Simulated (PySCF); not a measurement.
Input file:

```
{"job": {"kind": "sp", "xc": "wB97X", "basis": "def2-TZVP", "d3": "d3bj", "grid": 2}, "charge": 0, "multiplicity": 1}
C     -0.668214    -0.465683     0.004964
C      0.089704     0.811613    -0.090646
P      1.029120    -0.661506    -0.738697
H     -0.844641    -0.895411     0.994875
H     -1.496178    -0.622941    -0.693747
H     -0.217056     1.532765    -0.855012
H      0.445314     1.277997     0.832232
H      1.687202    -0.959262     0.495866
```

Command:

```sh
OMP_NUM_THREADS=1 python redox_run.py task.json out
```

Geometry: PBE0-D3(BJ)/def2-SVP.

Theory: DFT single point, gas phase, functional wB97X (PySCF).

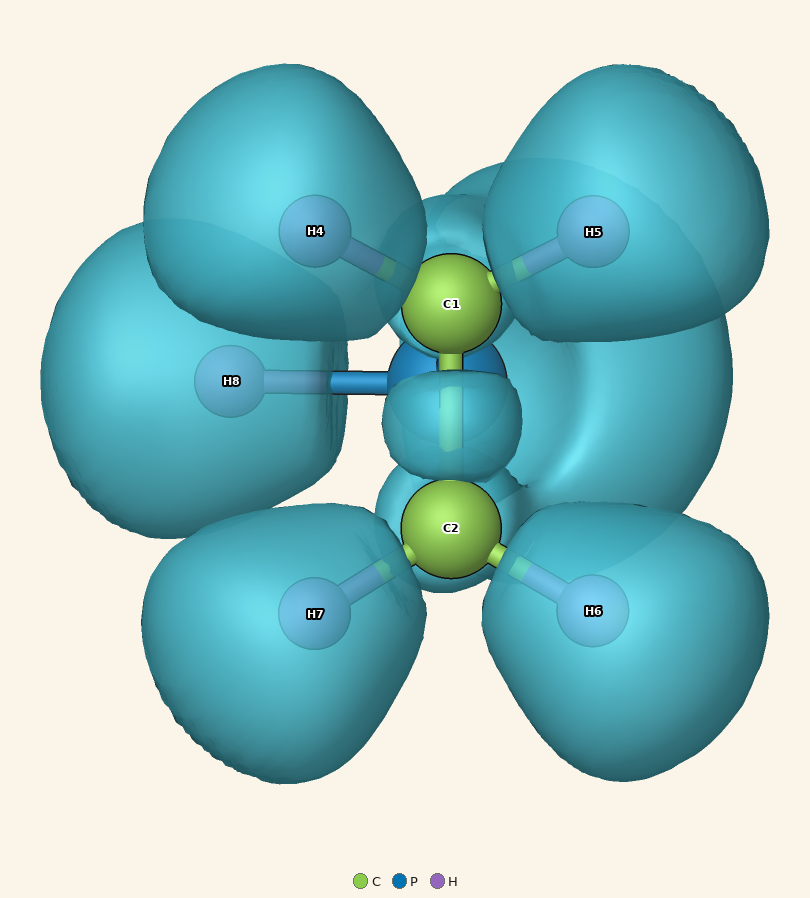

C$_{2}$H$_{5}$P. Isosurface of the electron localisation function at 0.75 (cyan), seen at an oblique angle. Core shells and regions of very low density are left out.

Q: Describe the localisation domains.

A: The ELF exceeds this value in one region between bonded C–C atoms (shared pairs), five regions around hydrogen nuclei and one region on P in which the atom's valence shell and bonds are merged. Profiles from the grid: C–C (1.49 Å): the ELF peaks at about 0.90 between the atoms, as expected for a shared electron pair. C–P (1.86 Å): the ELF peaks at about 0.85 between the atoms; a covalent bond.
